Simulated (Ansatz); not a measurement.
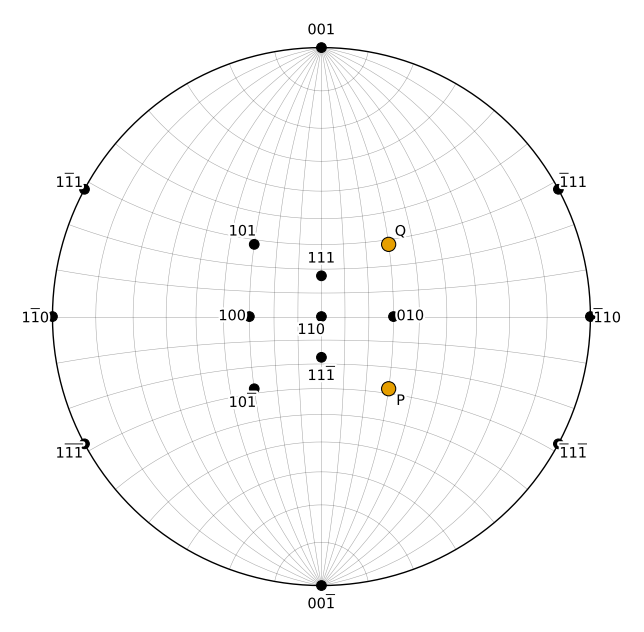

For Co, coordinates from a relaxation with DFT, BLYP, plane waves (420 eV) with PAW, scalar-relativistic (Ansatz 0.2.0): stereographic projection of plane normals (upper hemisphere) centred on (1 1 0). The drawing is computed from the coordinates (standard cell, symmetry found to 0.002 Å).

a = 2.533 Å, b = 2.533 Å, c = 4.083 Å, α = 90.00°, β = 90.00°, γ = 120.00°.

Q: Index the poles marked P, Q.

A: P is (0 1 −1), in four indices (0 1 −1 −1), 40.3° from the centre; Q is (0 1 1), in four indices (0 1 −1 1), 40.3° from the centre.

Q: What is the angle between the normals of (1 −1 −1) and (−1 1 −1), and what are their d_hkl = 1/|g|?

A: 123.5°; d = 1.932 Å and 1.932 Å.
